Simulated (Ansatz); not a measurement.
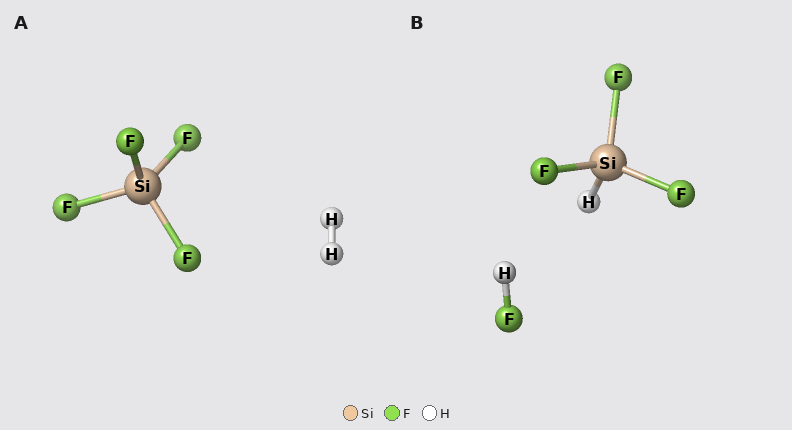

2 stationary structures of one formula. Geometries: PBE0-D4/def2-TZVP. Electronic energies: CCSD(T)/CBS (MP2 limit from def2-TZVPP and def2-QZVPP plus CCSD(T) − MP2) (Ansatz 0.2.0), without zero-point energy. No frequency run is at hand to confirm each as a minimum. Each is one conformer, not always the lowest.

Rank them by energy, lowest first.

Answer. A is lowest (C2v); B lies 27.0 kcal/mol above it (C1, a minimum).

Give E(B) − E(A) in kcal/mol at these levels too: ωB97X-V/def2-TZVPP; direct RPA on PBE orbitals (frozen core)/def2-TZVPP; CCSD(T)/CBS (MP2 limit from def2-TZVPP and def2-QZVPP plus CCSD(T) − MP2); RHF-MP2 (frozen core)/def2-QZVPP; PBE-D4/def2-TZVPP; r2SCAN0-D4/def2-TZVPP; RHF/STO-3G; PBE0-D4/def2-SVP.

| level | E(B) − E(A) (kcal/mol) |
| --- | --- |
| ωB97X-V/def2-TZVPP | +26.3 |
| direct RPA on PBE orbitals (frozen core)/def2-TZVPP | +26.6 |
| CCSD(T)/CBS (MP2 limit from def2-TZVPP and def2-QZVPP plus CCSD(T) − MP2) | +27.0 |
| RHF-MP2 (frozen core)/def2-QZVPP | +27.9 |
| PBE-D4/def2-TZVPP | +24.3 |
| r2SCAN0-D4/def2-TZVPP | +28.1 |
| RHF/STO-3G | +17.9 |
| PBE0-D4/def2-SVP | +21.1 |
